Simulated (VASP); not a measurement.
# The low-index faces of Au, part 2 of 4

How do surface energy, work function and relaxation of Au depend on the face?

VASP 6.6.1; PBE; plane waves and PAW (Au).

So far. Step 3 (The bulk reference, job self-consistent run, k-mesh …): The run ends at a pressure of -0.92 GPa.

### Step 4. Relaxing the slab, 7 atoms, face Au(111)

System of this step: Au(111). The cell holds 7 atoms: 7 Au. Its edges and angles: a = 2.939 Å, b = 2.939 Å, c = 29.398 Å, α = 90.0°, β = 90.0°, γ = 60.0°. It derives from Au. 7 layers of fcc Au, cut at this functional's lattice. Vacuum lies along c.

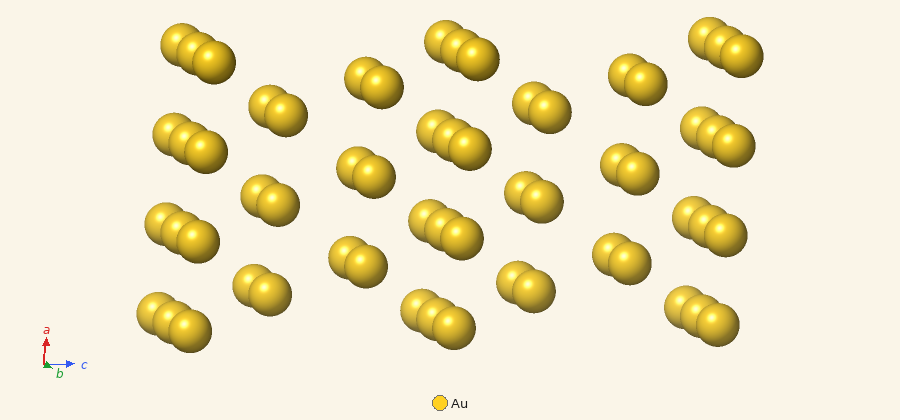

The cell of this step (gold yellow). 3×2×1 cells are drawn. Some periodic images of atoms are drawn too.

All atoms relax at the fixed cell.

INCAR

```
SYSTEM = Au
PREC = Normal
ENCUT = 320
EDIFF = 1E-05
NELM = 120
ISMEAR = 1
SIGMA = 0.15
LREAL = .FALSE.
ALGO = Fast
GGA = PE
NBANDS = 47
LASPH = .TRUE.
LORBIT = 11
LWAVE = .FALSE.
LCHARG = .FALSE.
KPAR = 4
IBRION = 2
NSW = 40
ISIF = 2
EDIFFG = -0.03
POTIM = 0.4
MAXMIX = 40
```

POSCAR

```
Au
1.0
    2.9390587337      0.0000000000      0.0000000000
    1.4695293668      2.5452995266      0.0000000000
    0.0000000000      0.0000000000     29.3983884432
Au
7
Direct
    0.0000000000      0.0000000000      0.2551160200
    0.3333333300      0.3333333300      0.3367440200
    0.6666666700      0.6666666700      0.4183720100
    0.0000000000      0.0000000000      0.5000000000
    0.3333333300      0.3333333300      0.5816279900
    0.6666666700      0.6666666700      0.6632559800
    0.0000000000      0.0000000000      0.7448839800
```

KPOINTS

```
Automatic mesh
0
Gamma
12 12 1
0 0 0
```

The projector-augmented-wave data sets are Au (PBE family, release 64).

The run is started by

```bash
mpirun -np 4 vasp_std
```

Log:

```text
[banner, memory and clock lines left out]
running    4 mpi-ranks, on    1 nodes
 distrk:  each k-point on    1 cores,    4 groups
 distr:  one band on    1 cores,    1 groups

 POSCAR found type information on POSCAR Au
 POSCAR found :  1 types and       7 ions
 LDA part: xc-table for (Slater+PW92), standard interpolation
 POSCAR, INCAR and KPOINTS ok, starting setup
 FFT: planning ... GRIDC
 FFT: planning ... GRID_SOFT
 FFT: planning ... GRID
 WAVECAR not read
 entering main loop
       N       E                     dE             d eps       ncg     rms          rms(c)
DAV:   1     0.400582318893E+03    0.40058E+03   -0.28554E+04  1818   0.995E+02
DAV:   2    -0.848534534233E+01   -0.40907E+03   -0.38546E+03  2122   0.252E+02
DAV:   3    -0.233910611983E+02   -0.14906E+02   -0.14467E+02  2028   0.463E+01
DAV:   4    -0.236709630507E+02   -0.27990E+00   -0.27922E+00  2089   0.656E+00
DAV:   5    -0.236779269800E+02   -0.69639E-02   -0.69624E-02  2008   0.103E+00    0.195E+01
RMM:   6    -0.220478765775E+02    0.16301E+01   -0.45172E+00  1786   0.106E+01    0.134E+01
RMM:   7    -0.231715533882E+02   -0.11237E+01   -0.20670E+00  1799   0.544E+00    0.721E+00
RMM:   8    -0.225866725442E+02    0.58488E+00   -0.20365E+00  1808   0.474E+00    0.515E+00
RMM:   9    -0.219673200596E+02    0.61935E+00   -0.21361E-01  1798   0.203E+00    0.149E+00
RMM:  10    -0.218925988810E+02    0.74721E-01   -0.70827E-02  1804   0.996E-01    0.494E-01
RMM:  11    -0.218939620257E+02   -0.13631E-02   -0.56054E-03  1807   0.337E-01    0.301E-01
RMM:  12    -0.218922096450E+02    0.17524E-02   -0.35616E-03  1804   0.208E-01    0.981E-02
RMM:  13    -0.218921849178E+02    0.24727E-04   -0.47291E-04  1821   0.832E-02    0.244E-02
RMM:  14    -0.218922230062E+02   -0.38088E-04   -0.10547E-04  1487   0.330E-02    0.135E-02
RMM:  15    -0.218922521715E+02   -0.29165E-04   -0.19655E-05  1118   0.147E-02    0.124E-02
RMM:  16    -0.218922651900E+02   -0.13019E-04   -0.69207E-06  1059   0.101E-02    0.285E-03
RMM:  17    -0.218922752679E+02   -0.10078E-04   -0.23253E-06   804   0.511E-03    0.194E-03
RMM:  18    -0.218922846303E+02   -0.93624E-05   -0.18642E-06   615   0.430E-03
   1 F= -.21892285E+02 E0= -.21891865E+02  d E =-.218923E+02
 curvature:   0.00 expect dE= 0.000E+00 dE for cont linesearch  0.000E+00
 trial: gam= 0.00000 g(F)=  0.265E-02 g(S)=  0.000E+00 ort = 0.000E+00 (trialstep = 0.100E+01)
 search vector abs. value=  0.265E-02
 bond charge predicted
       N       E                     dE             d eps       ncg     rms          rms(c)
DAV:   1    -0.218939089282E+02   -0.16337E-02   -0.67172E-01  1996   0.310E+00    0.104E-01
RMM:   2    -0.218943578083E+02   -0.44888E-03   -0.55717E-03  1802   0.432E-01    0.707E-02
RMM:   3    -0.218944674166E+02   -0.10961E-03   -0.78634E-04  1828   0.157E-01    0.509E-02
RMM:   4    -0.218944729628E+02   -0.55462E-05   -0.17862E-04  1793   0.699E-02    0.147E-02
RMM:   5    -0.218944685248E+02    0.44380E-05   -0.39662E-05  1361   0.330E-02
   2 F= -.21894469E+02 E0= -.21894064E+02  d E =-.218389E-02
[...]
3 F= -.21895392E+02 E0= -.21894993E+02  d E =-.310689E-02
[...]
4 F= -.21896227E+02 E0= -.21895844E+02  d E =-.394226E-02
[...]
5 F= -.21896637E+02 E0= -.21896279E+02  d E =-.409967E-03
 trial-energy change:   -0.000410  1 .order   -0.000346   -0.000451   -0.000242
 step:   1.8285(harm=  2.9489)  dis= 0.00456  next Energy=   -21.896680 (dE=-0.453E-03)
 bond charge predicted
       N       E                     dE             d eps       ncg     rms          rms(c)
DAV:   1    -0.218967408322E+02   -0.11374E-03   -0.20253E-02  1905   0.538E-01    0.422E-02
RMM:   2    -0.218967690489E+02   -0.28217E-04   -0.12461E-04  1716   0.697E-02    0.424E-02
RMM:   3    -0.218967594269E+02    0.96220E-05   -0.28455E-05  1095   0.266E-02
   6 F= -.21896759E+02 E0= -.21896412E+02  d E =-.532535E-03
 curvature:  -0.84 expect dE=-0.440E-04 dE for cont linesearch -0.413E-04
 trial: gam=-0.22724 g(F)=  0.524E-04 g(S)=  0.000E+00 ort = 0.136E-03 (trialstep = 0.146E+01)
 search vector abs. value=  0.100E-04
 reached required accuracy - stopping structural energy minimisation
```

Elapsed: 74 s, on 4 MPI ranks of Intel Xeon Platinum 8488C (Sapphire Rapids), shared host; peak memory 0.86 GiB.

Parts of OUTCAR (step 4):

```text
  LATTYP: Found a hexagonal cell.
 ALAT       =     2.9390587337
 C/A-ratio  =    10.0026542874

 Subroutine GETGRP returns: Found 12 space group operations
 (whereof 12 operations were pure point group operations)

The static configuration has the point symmetry D_3d.

 Found     19 irreducible k-points:

   k-points           NKPTS =     19   k-points in BZ     NKDIM =     19   number of bands    NBANDS=     47

   dimension x,y,z NGX =    14 NGY =   14 NGZ =  140
   dimension x,y,z NGXF=    28 NGYF=   28 NGZF=  280

   ENCUT  =  320.0 eV  23.52 Ry    4.85 a.u.   4.29  4.29 42.88*2*pi/ulx,y,z

   NELECT =      77.0000    total number of electrons

 E-fermi :   2.6320

 k-point     1 :       0.0000    0.0000    0.0000
  band No.  band energies     occupation
    ...
     38       0.6097      2.00000
     39       0.6097      2.00000
     40       0.7430      2.00000
     41       0.7430      2.00000
     42       2.1560      2.00007
     43       2.7236      0.15056
     44       6.5844      0.00000
     45       7.5546      0.00000
     46       7.7473      0.00000
     47       9.0594      0.00000

 k-point     2 :       0.0833    0.0000    0.0000
  band No.  band energies     occupation
    ...
     38       0.5796      2.00000
     39       0.6148      2.00000
     40       0.7537      2.00000
     41       1.2733      2.00000
     42       2.5954      1.39995
     43       3.3258     -0.00000
     44       6.6578      0.00000
     45       7.6912      0.00000
     46       7.9070      0.00000
     47       9.2150      0.00000

  Total       -3.2620372     -3.2620372     -0.9206855      0.0000000      0.0000000      0.0000000
  in kB      -23.7645071    -23.7645071     -6.7073539      0.0000000      0.0000000      0.0000000
  external PRESSURE =     -18.0787894 kB  Pullay stress =       0.0000000 kB

  energy-cutoff  :      320.00
  volume of cell :      219.92
      direct lattice vectors                 reciprocal lattice vectors
     2.939058734  0.000000000  0.000000000     0.340244987 -0.196440535  0.000000000
     1.469529367  2.545299527  0.000000000     0.000000000  0.392881069  0.000000000
     0.000000000  0.000000000 29.398388443     0.000000000  0.000000000  0.034015470

 POSITION                                       TOTAL-FORCE (eV/Angst)
 -----------------------------------------------------------------------------------
      0.00000      0.00000      7.48711         0.000000      0.000000     -0.002312
      1.46953      0.84843      9.91769        -0.000000     -0.000000      0.003503
      2.93906      1.69687     12.30364        -0.000000     -0.000000      0.025720
      0.00000      0.00000     14.69919        -0.000000      0.000000      0.000000
      1.46953      0.84843     17.09475         0.000000      0.000000     -0.025720
      2.93906      1.69687     19.48070         0.000000      0.000000     -0.003503
      0.00000      0.00000     21.91128        -0.000000     -0.000000      0.002312
 -----------------------------------------------------------------------------------
    total drift:                                0.000000     -0.000000      0.000000

  FREE ENERGIE OF THE ION-ELECTRON SYSTEM (eV)
  ---------------------------------------------------
  free  energy   TOTEN  =       -21.8967594269 eV

  energy  without entropy=      -21.8957181553  energy(sigma->0) =      -21.89641234

 total charge
# of ion       s       p       d       tot
------------------------------------------
    1        0.544   0.236   8.757   9.538
    2        0.519   0.302   8.768   9.589
    3        0.523   0.320   8.756   9.599
    4        0.522   0.319   8.755   9.596
    5        0.523   0.320   8.756   9.599
    6        0.519   0.302   8.768   9.589
    7        0.544   0.236   8.757   9.538
--------------------------------------------------
tot          3.693   2.036  61.317  67.046

[... 1 part as in an earlier step ...]

[... 7 further parts left out ...]
```

The run keeps the 12 symmetry operations of its start, so it cannot find a distortion of lower symmetry.

Step by step:

```tsv
step	energy less that of the first step (eV)	largest force (eV/Å)
1	0.0000	0.1541
2	-0.0022	0.0842
3	-0.0031	0.0522
4	-0.0039	0.0651
5	-0.0044	0.0306
6	-0.0045	0.0257
```

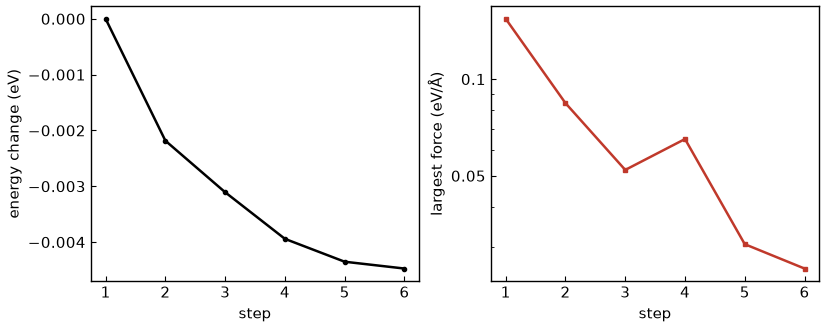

Energy and largest force along the relaxation.

The atoms that moved most (Å):

```tsv
atom	dx	dy	dz	length
Au2	0.000	0.000	0.018	0.018
Au6	0.000	0.000	-0.018	0.018
Au7	0.000	0.000	0.013	0.013
Au1	0.000	0.000	-0.013	0.013
```

The relaxed structure:

```xyz
7
Lattice="2.9391 0.0000 0.0000 1.4695 2.5453 0.0000 0.0000 0.0000 29.3984" Properties=species:S:1:pos:R:3
Au    0.0000    0.0000    7.4871
Au    1.4695    0.8484    9.9177
Au    2.9391    1.6969   12.3036
Au    0.0000    0.0000   14.6992
Au    1.4695    0.8484   17.0947
Au    2.9391    1.6969   19.4807
Au    0.0000    0.0000   21.9113
```

This step gave:

```yaml
electronic_cycles: 39
electrons: 77
free_energy_toten: -21.90 eV
energy_at_zero_smearing: -21.90 eV
fermi_energy: 2.632 eV
```

The run ended after 6 ionic steps, 0.004 eV below its first step, once the forces on the free atoms met EDIFFG = -0.03.

### Step 5. Potential and states of the slab, 7 atoms, face Au(111)

A static run writes the electrostatic potential without exchange and correlation (LVHAR), which is flat in the vacuum and gives the level to count from. The dipole correction cancels the field that unlike faces would set up across the vacuum.

INCAR

```
SYSTEM = Au
PREC = Normal
ENCUT = 320
EDIFF = 1E-06
NELM = 120
ISMEAR = 1
SIGMA = 0.15
LREAL = .FALSE.
ALGO = Fast
GGA = PE
NBANDS = 47
LASPH = .TRUE.
LORBIT = 11
LWAVE = .FALSE.
LCHARG = .TRUE.
KPAR = 4
IDIPOL = 3
LDIPOL = .TRUE.
DIPOL = 0.5 0.5 0.5
LVHAR = .TRUE.
LVACPOTAV = .TRUE.
NEDOS = 1500
```

POSCAR

```
Au
1.0
    2.9390587337      0.0000000000      0.0000000000
    1.4695293668      2.5452995266      0.0000000000
    0.0000000000      0.0000000000     29.3983884432
Au
7
Direct
    0.0000000000      0.0000000000      0.2546774528
    0.3333333300      0.3333333300      0.3373549055
    0.6666666700      0.6666666700      0.4185141044
    0.0000000000      0.0000000000      0.5000000000
    0.3333333300      0.3333333300      0.5814858956
    0.6666666700      0.6666666700      0.6626450945
    0.0000000000      0.0000000000      0.7453225472
```

KPOINTS is that of step 4.

The run is started by

```bash
mpirun -np 4 vasp_std
```

Log:

```text
[... set-up lines as in an earlier step ...]
 entering main loop
       N       E                     dE             d eps       ncg     rms          rms(c)
DAV:   1     0.400257190351E+03    0.40026E+03   -0.28552E+04  1818   0.995E+02
DAV:   2    -0.823099196057E+01   -0.40849E+03   -0.38478E+03  2106   0.252E+02
DAV:   3    -0.233794674545E+02   -0.15148E+02   -0.14706E+02  2020   0.465E+01
DAV:   4    -0.236770189876E+02   -0.29755E+00   -0.29663E+00  2075   0.672E+00
DAV:   5    -0.236845072838E+02   -0.74883E-02   -0.74865E-02  2006   0.106E+00    0.194E+01
RMM:   6    -0.220593261810E+02    0.16252E+01   -0.45302E+00  1887   0.106E+01    0.134E+01
RMM:   7    -0.232469663189E+02   -0.11876E+01   -0.21156E+00  1995   0.547E+00    0.734E+00
RMM:   8    -0.225741154273E+02    0.67285E+00   -0.21090E+00  2080   0.482E+00    0.517E+00
RMM:   9    -0.219709131209E+02    0.60320E+00   -0.21846E-01  1946   0.204E+00    0.148E+00
RMM:  10    -0.218972362310E+02    0.73677E-01   -0.69156E-02  1989   0.998E-01    0.510E-01
RMM:  11    -0.218984925330E+02   -0.12563E-02   -0.60405E-03  1947   0.340E-01    0.305E-01
RMM:  12    -0.218967436976E+02    0.17488E-02   -0.42074E-03  2029   0.225E-01    0.124E-01
RMM:  13    -0.218966327632E+02    0.11093E-03   -0.58082E-04  1982   0.931E-02    0.280E-02
RMM:  14    -0.218966738709E+02   -0.41108E-04   -0.11902E-04  2117   0.332E-02    0.135E-02
RMM:  15    -0.218967077854E+02   -0.33915E-04   -0.23555E-05  2027   0.164E-02    0.148E-02
RMM:  16    -0.218967181189E+02   -0.10333E-04   -0.72883E-06  1690   0.102E-02    0.240E-03
RMM:  17    -0.218967275812E+02   -0.94623E-05   -0.26584E-06  1323   0.501E-03    0.237E-03
RMM:  18    -0.218967368743E+02   -0.92931E-05   -0.19971E-06  1296   0.411E-03    0.205E-03
RMM:  19    -0.218967414024E+02   -0.45281E-05   -0.10837E-06  1215   0.248E-03    0.729E-04
RMM:  20    -0.218967423992E+02   -0.99680E-06   -0.20036E-07   683   0.129E-03
 -----------------------------------------------------------------------------
|                                                                             |
|           W    W    AA    RRRRR   N    N  II  N    N   GGGG   !!!           |
|           W    W   A  A   R    R  NN   N  II  NN   N  G    G  !!!           |
|           W    W  A    A  R    R  N N  N  II  N N  N  G       !!!           |
|           W WW W  AAAAAA  RRRRR   N  N N  II  N  N N  G  GGG   !            |
|           WW  WW  A    A  R   R   N   NN  II  N   NN  G    G                |
|           W    W  A    A  R    R  N    N  II  N    N   GGGG   !!!           |
|                                                                             |
|     Did not find any points to average over, which means that no vacuum     |
|     field-free region was found. Please increase the size of  your cell     |
|     in the dimension of the dipole correction to obtain accurate            |
|     workfunction values.                                                    |
|                                                                             |
 -----------------------------------------------------------------------------

   1 F= -.21896742E+02 E0= -.21896394E+02  d E =-.104428E-02
```

The job ended after 36 s (4 MPI ranks; peak memory 0.82 GiB; 2.3 min of CPU time).

OUTCAR, selected parts (step 5):

```text
   NELECT =      77.0000    total number of electrons

 dipolmoment           0.000000      0.000000      0.000000 electrons x Angstroem

 E-fermi :   2.6318

 k-point     1 :       0.0000    0.0000    0.0000
  band No.  band energies     occupation
    ...
     38       0.6095      2.00000
     39       0.6095      2.00000
     40       0.7428      2.00000
     41       0.7428      2.00000
     42       2.1559      2.00007
     43       2.7235      0.14994
     44       6.5855      0.00000
     45       7.5630      0.00000
     46       7.7609      0.00000
     47       9.0602      0.00000

  Total       -3.2645893     -3.2645893     -0.9194111      0.0000000      0.0000000      0.0000000
  in kB      -23.7830995    -23.7830995     -6.6980696      0.0000000      0.0000000      0.0000000
  external PRESSURE =     -18.0880895 kB  Pullay stress =       0.0000000 kB

 POSITION                                       TOTAL-FORCE (eV/Angst)
 -----------------------------------------------------------------------------------
      0.00000      0.00000      7.48711        -0.000000     -0.000000     -0.009336
      1.46953      0.84843      9.91769        -0.000000     -0.000000      0.009012
      2.93906      1.69687     12.30364         0.000000      0.000000      0.037549
      0.00000      0.00000     14.69919         0.000000     -0.000000      0.000000
      1.46953      0.84843     17.09475         0.000000     -0.000000     -0.037549
      2.93906      1.69687     19.48070         0.000000      0.000000     -0.009012
      0.00000      0.00000     21.91128        -0.000000      0.000000      0.009336
 -----------------------------------------------------------------------------------
    total drift:                                0.000000      0.000000      0.000000

  FREE ENERGIE OF THE ION-ELECTRON SYSTEM (eV)
  ---------------------------------------------------
  free  energy   TOTEN  =       -21.8967423992 eV

  energy  without entropy=      -21.8956981166  energy(sigma->0) =      -21.89639430

 vacuum level on the upper side and lower side of the slab         7.858         7.858

[... 8 parts as in an earlier step ...]

[... 9 further parts left out ...]
```

This step gave:

```
electronic cycles                          : 20
dipole moment                              : 0, 0, 0 e·Å
vacuum levels                              : 7.858, 7.858 eV
work functions of the upper and lower face : 5.226, 5.226 eV
```

The planar average of the electrostatic potential oscillates, so the rows of the table below give means over windows of 2.41 Å about each position, cut where the curve ends. Its maxima inside the range that stand out by 2 % of the span (Å: eV): 8.7: 1.43, 11.1: 1.15, 13.5: 1.17, 15.9: 1.17, 18.3: 1.15, 20.7: 1.43. Its minima: 7.5: -18.1, 9.9: -18.4, 12.3: -18.4, 14.7: -18.4, 17.1: -18.4, 19.5: -18.4, 21.9: -18.1.

Zero at the Fermi level. Table of planar average of the electrostatic potential by height; means over each step:

```tsv
height (Å)	planar average of the electrostatic potential (eV)
1.21	5.23
3.62	5.22
6.03	0.797
8.44	-8.21
10.85	-8.72
13.26	-8.62
15.67	-8.62
18.08	-8.71
20.48	-8.26
22.90	-3.69
25.30	5.21
27.72	5.23
```

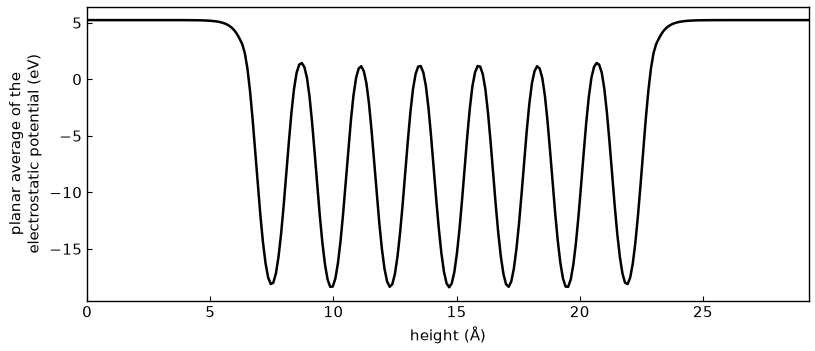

Planar average of the electrostatic potential, plotted against height.

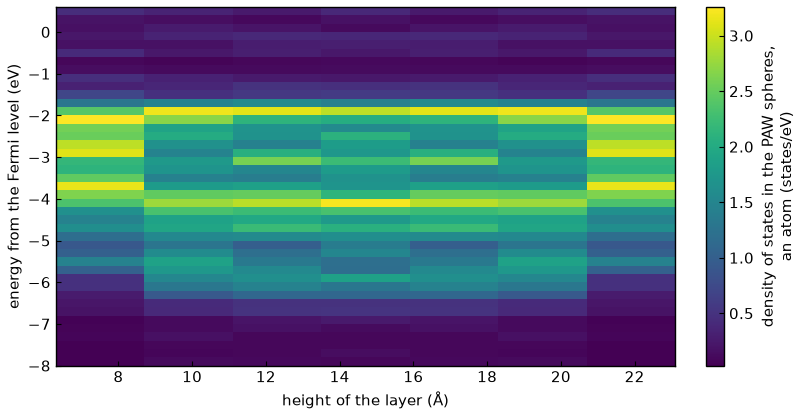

Density of states in the PAW spheres, an atom over height of the layer and energy from the Fermi level.

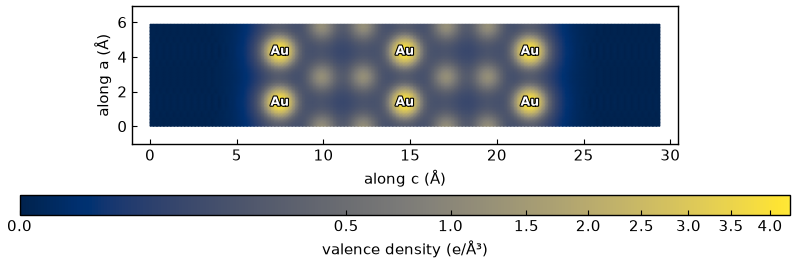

Valence density in the ca plane at fractional y = 0.000, with atoms of Au within 0.2 Å of it. It is the smooth field of the valence electrons, not physical close to the nuclei. The map starts off the cell's origin, so that atoms lie inside it. The colour scale is stretched toward low values.

The map of layer states is cut here 0.5 eV above the Fermi level, so it leaves out the states above that.

The vacuum level lies 5.23 eV above the Fermi level at the upper face; both faces agree, as the slab has next to no dipole.

The program found no field-free point at its default tolerance, but its printed level agrees with the flat part of the planar average.

On this mesh the fine structure of the density of states is sampling noise, and high empty states may be cut by the number of bands.

(Part 2 of 4 ends here.)

[Lines on the potential files, build, host, timing and source positions are cut from VASP's logs without a mark.]

[Logs are printed without paths, hosts, clocks, repeated set-up lines and the standing remarks that a program may print on its own settings, such as how far it seeks lower states.]

[Hosts, paths, dates, database ids (printed as entryN), source tags and the programs' standing remarks are cut or masked in the printed files.]

[Runs that stopped without an error message from VASP are left out.]
